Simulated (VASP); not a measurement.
Band structure of MoOs3 (space group Pm-3m). Method: PBE GGA, VASP's PBE PAW potentials (set 64) (plane waves; VASP).

Unless said otherwise, spin-orbit coupling is left out, though it shifts the bands of the heavy elements here.

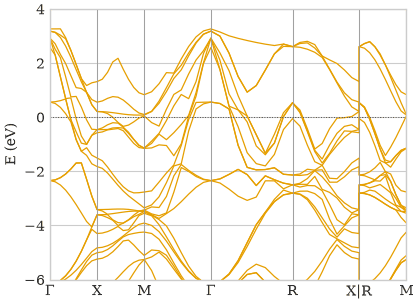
Figure: Bands along high-symmetry lines, zero at the valence-band maximum or, without a gap, the Fermi level

### Question
Read the plot: is there a gap, and where are the band edges?

### Answer
It has no gap at this level: it comes out as a metal or semimetal.

The structure was generated: MoOs3 was put into an ordered model structure, which need not be its known phase. The cell was not relaxed at this level.
